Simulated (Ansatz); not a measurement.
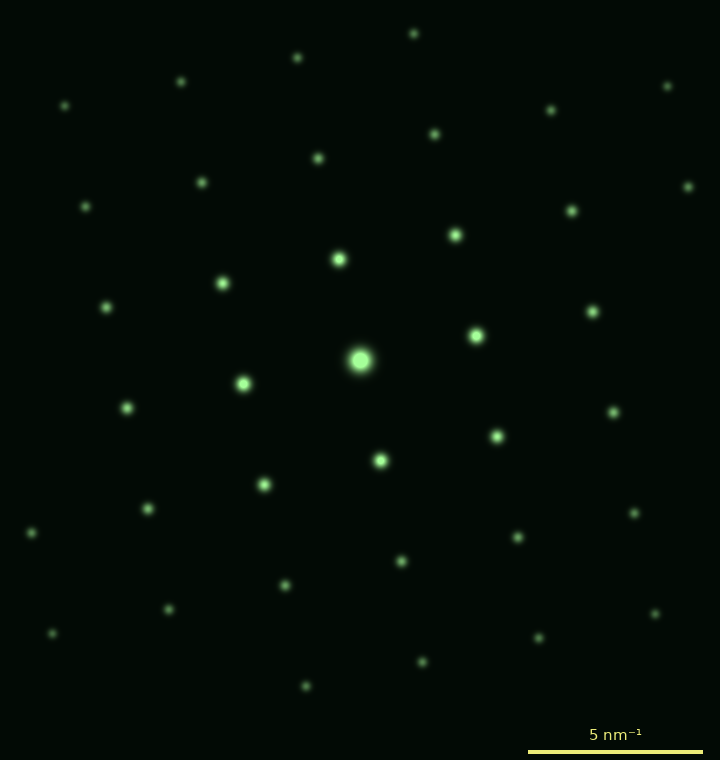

Computed electron diffraction pattern, 80 kV, single scattering only, B = 0.8 Å².

### Read the repeat vectors of the pattern off the scale bar.

The spots form a rectangular net whose two shortest vectors correspond to d = 3.38 Å and 2.92 Å, 90.0° apart.

### What is the point symmetry of the pattern, intensities included?

2mm.

### Which crystal and zone produced it?

This cannot be fixed from one zone alone; the pattern is [110] of PbC2, space group I4/mmm (No. 139), a = 4.132 Å, c = 6.753 Å. The net vectors are 0 0 2 and 1 -1 0. Structure: the geometry relaxed with DFT PBE, scalar-relativistic, plane waves, PAW (Ansatz); the starting structure was generated, so it need not be a known form of this composition.
